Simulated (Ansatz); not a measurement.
The starting structures come from a database of crystals and need not be the phases stable at ambient conditions.

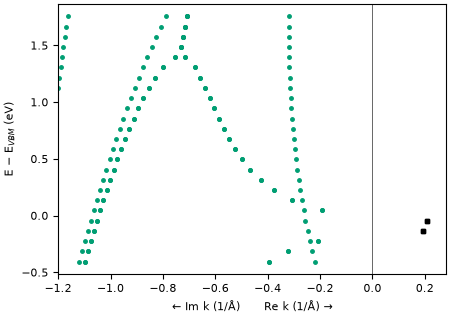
Figure. Complex bands at the centre of the two-dimensional zone; r2SCAN (Ansatz, a first-principles code)

No gap correction and no spin-orbit coupling; mid-gap is the computed energy nearest the middle.

### Question
This is ScAlCO (P6_3mc, 8 atoms a cell, 11.6 Å³ an atom) along the normal of (001). Read off the slowest decay at the centre of the two-dimensional zone at 0.77 eV, the computed energy nearest the middle of the gap.

### Answer
κ ≈ 0.30 1/Å, a decay length 1/(2κ) of the density of 1.6 Å.
